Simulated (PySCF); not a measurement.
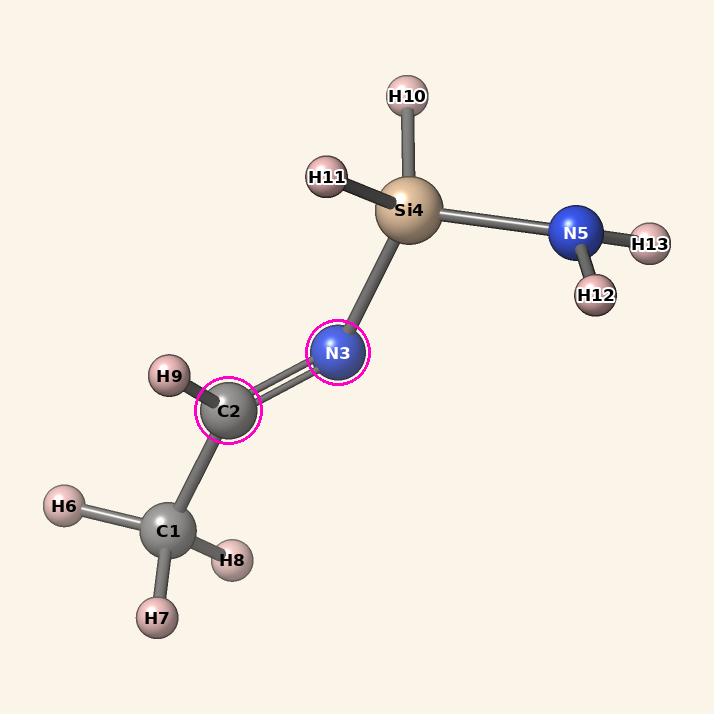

Atoms fade into the background with distance from the viewer. Circles mark the stereogenic atoms. Computed geometry: PBE0-D3(BJ)/def2-SVP optimisation. No frequency run is at hand to confirm it as a minimum.

Assign CIP descriptors.

C2=N3: E.

Give a SMILES with the stereochemistry.

C/C=N/[SiH2]N
